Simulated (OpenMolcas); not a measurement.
## Multiconfigurational calculation for Hf (part 2 of 2)

The same run, continued: Hf. Method: state-averaged MS-RASPT2, IPEA shift 0.25, imaginary shift 0.1 hartree, closed shells 5s 5p correlated, active space 4 electrons in the shells 5d 6s 6p; RAS3 6p with at most 2 electrons, basis ANO-RCC-VDZP, DKH2 scalar Hamiltonian, spin-orbit coupling by RASSI with atomic mean-field integrals (OpenMolcas).

## The program's output (extracts), continued
```
--- CASPT2 ---
Orbital specifications:
      -----------------------

      Symmetry species                           1   2
                                                ag  au
      Frozen orbitals                           14  16
      Inactive orbitals                          1   3
      Active orbitals                            6   3
      Secondary orbitals                        15  10
      Deleted orbitals                           0   0
      Number of basis functions                 36  32
Type of calculation                        MS-CASPT2
      Fock operator                              state-specific
      IPEA shift                                 0.25
      Real shift                                 0.00
      Imaginary shift                            0.10
      The input orbitals will be transformed to quasi-canonical
Reference energy:      -15063.9511351331
      E2 (Non-variational):      -0.1704718903
      Shift correction:          -0.0001061397
      E2 (Variational):          -0.1705780299
      Total energy:          -15064.1217131630
      Residual norm:              0.0000002292
      Reference weight:           0.96413
      Contributions to the CASPT2 correlation energy
      Active & Virtual Only:         -0.0072952764
      One Inactive Excited:          -0.0480111059
      Two Inactive Excited:          -0.1151655079
Reference energy:      -15063.9511351330
      E2 (Non-variational):      -0.1705692444
      Shift correction:          -0.0001068196
      E2 (Variational):          -0.1706760639
      Total energy:          -15064.1218111969
      Residual norm:              0.0000002416
      Reference weight:           0.96405
      Contributions to the CASPT2 correlation energy
      Active & Virtual Only:         -0.0073278126
      One Inactive Excited:          -0.0480603613
      Two Inactive Excited:          -0.1151810705
::    CASPT2 Root  1     Total energy: -15064.12171316
::    CASPT2 Root  2     Total energy: -15064.12181120
::    CASPT2 Root  3     Total energy: -15064.12181174
::    CASPT2 Root  4     Total energy: -15064.12165385
::    CASPT2 Root  5     Total energy: -15064.12164866
::    CASPT2 Root  6     Total energy: -15064.12164390
::    CASPT2 Root  7     Total energy: -15064.12164647
::    CASPT2 Root  8     Total energy: -15064.12219978
::    CASPT2 Root  9     Total energy: -15064.12218975
::    CASPT2 Root 10     Total energy: -15064.10429550
::    CASPT2 Root 11     Total energy: -15064.10429539
::    CASPT2 Root 12     Total energy: -15064.10422200
::    CASPT2 Root 13     Total energy: -15064.10421693
::    CASPT2 Root 14     Total energy: -15064.10428188
::    CASPT2 Root 15     Total energy: -15064.10428231
::    CASPT2 Root 16     Total energy: -15064.10443687
::    CASPT2 Root 17     Total energy: -15064.08871669
::    CASPT2 Root 18     Total energy: -15064.08875884
::    CASPT2 Root 19     Total energy: -15064.08875888
::    CASPT2 Root 20     Total energy: -15064.08875890
::    CASPT2 Root 21     Total energy: -15064.08875890
::    CASPT2 Root 22     Total energy: -15064.08021226
::    CASPT2 Root 23     Total energy: -15064.08031677
::    CASPT2 Root 24     Total energy: -15064.08031677
::    CASPT2 Root 25     Total energy: -15064.08031675
::    CASPT2 Root 26     Total energy: -15064.08031652
::    CASPT2 Root 27     Total energy: -15064.06884465
::    CASPT2 Root 28     Total energy: -15064.06884435
::    CASPT2 Root 29     Total energy: -15064.06884744
::    CASPT2 Root 30     Total energy: -15064.06955307
--- CASPT2 ---
Orbital specifications:
      -----------------------

      Symmetry species                           1   2
                                                ag  au
      Frozen orbitals                           14  16
      Inactive orbitals                          1   3
      Active orbitals                            6   3
      Secondary orbitals                        15  10
      Deleted orbitals                           0   0
      Number of basis functions                 36  32
Type of calculation                        MS-CASPT2
      Fock operator                              state-specific
      IPEA shift                                 0.25
      Real shift                                 0.00
      Imaginary shift                            0.10
      The input orbitals will be transformed to quasi-canonical
Reference energy:      -15063.9804220343
      E2 (Non-variational):      -0.1820425759
      Shift correction:          -0.0002442723
      E2 (Variational):          -0.1822868482
      Total energy:          -15064.1627088825
      Residual norm:              0.0000001336
      Reference weight:           0.95405
      Contributions to the CASPT2 correlation energy
      Active & Virtual Only:         -0.0133289261
      One Inactive Excited:          -0.0464380921
      Two Inactive Excited:          -0.1222755577
Reference energy:      -15063.9804220343
      E2 (Non-variational):      -0.1820425651
      Shift correction:          -0.0002442720
      E2 (Variational):          -0.1822868371
      Total energy:          -15064.1627088714
      Residual norm:              0.0000001336
      Reference weight:           0.95405
      Contributions to the CASPT2 correlation energy
      Active & Virtual Only:         -0.0133289179
      One Inactive Excited:          -0.0464380895
      Two Inactive Excited:          -0.1222755577
::    CASPT2 Root  1     Total energy: -15064.16270888
::    CASPT2 Root  2     Total energy: -15064.16270887
::    CASPT2 Root  3     Total energy: -15064.16270888
::    CASPT2 Root  4     Total energy: -15064.16270888
::    CASPT2 Root  5     Total energy: -15064.16277600
::    CASPT2 Root  6     Total energy: -15064.08387389
::    CASPT2 Root  7     Total energy: -15064.09221766
::    CASPT2 Root  8     Total energy: -15064.09227596
::    CASPT2 Root  9     Total energy: -15064.09227188
::    CASPT2 Root 10     Total energy: -15064.09292684
::    CASPT2 Root 11     Total energy: -15064.09291787
::    CASPT2 Root 12     Total energy: -15064.09221642
::    CASPT2 Root 13     Total energy: -15064.09221695
::    CASPT2 Root 14     Total energy: -15064.06354589
::    CASPT2 Root 15     Total energy: -15064.06357801
::    CASPT2 Root 16     Total energy: -15064.06357801
::    CASPT2 Root 17     Total energy: -15064.06357801
::    CASPT2 Root 18     Total energy: -15064.06357801
::    CASPT2 Root 19     Total energy: -15064.06799647
::    CASPT2 Root 20     Total energy: -15064.06799978
::    CASPT2 Root 21     Total energy: -15064.06801603
::    MS-CASPT2 Root  1     Total energy: -15064.16279414
::    MS-CASPT2 Root  2     Total energy: -15064.16273150
::    MS-CASPT2 Root  3     Total energy: -15064.16273082
::    MS-CASPT2 Root  4     Total energy: -15064.16273081
::    MS-CASPT2 Root  5     Total energy: -15064.16273043
::    MS-CASPT2 Root  6     Total energy: -15064.09292283
::    MS-CASPT2 Root  7     Total energy: -15064.09291349
::    MS-CASPT2 Root  8     Total energy: -15064.09237188
::    MS-CASPT2 Root  9     Total energy: -15064.09236351
```

## Spin-orbit levels, grouped by J and assigned (the lowest 40)

```
Configuration                Level  E (cm⁻¹)  LS purity (%)  Landé g
      5d² 6s²                  ³F₂         0             92    0.696
      5d² 6s²                  ³F₃     2,240            100    1.084
      5d² 6s²                  ³F₄     4,366             98    1.245
      5d² 6s²                  ³P₀     5,356             98        –
      5d² 6s²  J = 2 (even, mixed)     5,416             54    1.174
      5d² 6s²                  ³P₁     6,294            100    1.502
      5d² 6s²                  ³P₂     8,679             60    1.297
      5d² 6s²                  ¹G₄    12,010             98    1.005
    5d 6s² 6p                 ³F°₂    12,010             57    0.805
       5d³ 6s                  ⁵F₁    15,130             96    0.019
       5d³ 6s                  ⁵F₂    15,850             97    1.004
    5d 6s² 6p                 ³F°₃    15,960             89    1.088
    5d 6s² 6p   J = 2 (odd, mixed)    15,970             54    0.887
    5d 6s² 6p                 ³D°₁    16,620             93    0.523
       5d³ 6s                  ⁵F₃    16,890             98    1.250
       5d³ 6s                  ⁵F₄    18,130             98    1.346
    5d 6s² 6p                 ³D°₂    18,520             88    1.143
       5d³ 6s                  ⁵F₅    19,420             96    1.392
    5d 6s² 6p                 ³F°₄    19,510             94    1.246
    5d² 6s 6p                 ⁵G°₂    20,010             85    0.400
    5d 6s² 6p                 ³D°₃    20,790             57    1.168
    5d² 6s 6p   J = 3 (odd, mixed)    21,410             54    1.080
    5d 6s² 6p                 ³P°₁    21,480             94    1.467
    5d 6s² 6p                 ³P°₀    21,550             98        –
    5d 6s² 6p                 ³P°₂    22,470             86    1.447
       5d³ 6s                  ⁵P₁    22,510             93    2.429
       5d³ 6s                  ⁵P₂    22,690             87    1.775
    5d² 6s 6p                 ⁵G°₄    22,850             92    1.161
      5d² 6s²                  ¹S₀    23,160             95        –
       5d³ 6s                  ⁵P₃    24,000             96    1.655
    5d² 6s 6p                 ⁵G°₅    24,890             98    1.270
    5d² 6s 6p                 ⁵F°₁    25,240             98    0.012
       5d³ 6s                  ³F₂    25,820             76    0.804
    5d² 6s 6p                 ⁵F°₂    25,910             97    1.003
       5d³ 6s                  ³G₃    26,320             73    0.847
       5d³ 6s                  ³D₁    26,620             68    0.769
    5d² 6s 6p                 ⁵F°₃    26,880             95    1.249
       5d³ 6s                  ³G₄    27,030             81    1.050
    5d² 6s 6p                 ⁵G°₆    27,570            100    1.334
       5d³ 6s                  ³P₀    27,740             94        –
```

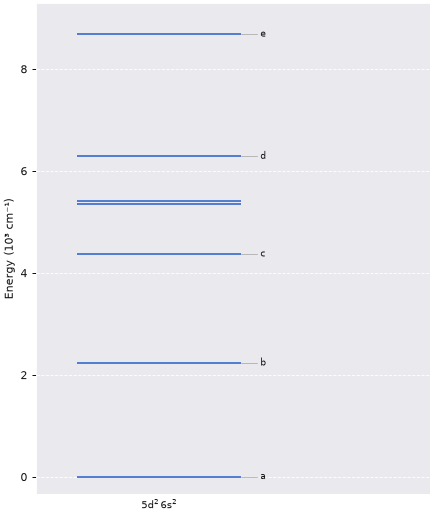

*The lowest computed levels of neutral hafnium, 5 of them lettered.*

a: 5d² 6s² ³F₂ at 0; b: 5d² 6s² ³F₃ at 2,240 cm⁻¹; c: 5d² 6s² ³F₄ at 4,370 cm⁻¹; d: 5d² 6s² ³P₁ at 6,290 cm⁻¹; e: 5d² 6s² ³P₂ at 8,680 cm⁻¹.

## Summary

- outcome: converged; degenerate states are split by up to 385 cm⁻¹
- lowest level: 5d² 6s² ³F₂
- first excited level: 5d² 6s² ³F₃, 2,240 cm⁻¹ (measured: 2,357)
- energy of the lowest spin-free term: −15064.21893 hartree
- energy of the lowest spin-orbit level: −15064.23176 hartree
- CASPT2 correlation energy: −0.1823 hartree
- largest spread among components of a term: 385.2 cm⁻¹
- lowest reference weight: 0.944
- hardware: 1 thread of Arm Neoverse V2, 24 GiB of memory available, shared host
- wall time: 4 min

## Remarks

The components of ³F, which symmetry makes degenerate, are split by 385 cm⁻¹ in CASPT2, and those of 16 more by over 50 cm⁻¹. This is an artefact; the levels of such states rest on averages and are uncertain by about as much. To bear in mind: single d shell misplaces d against s configurations; only configurations of the active space are included; spin-free states above about 38,000 cm⁻¹ are left out of the spin-orbit step.
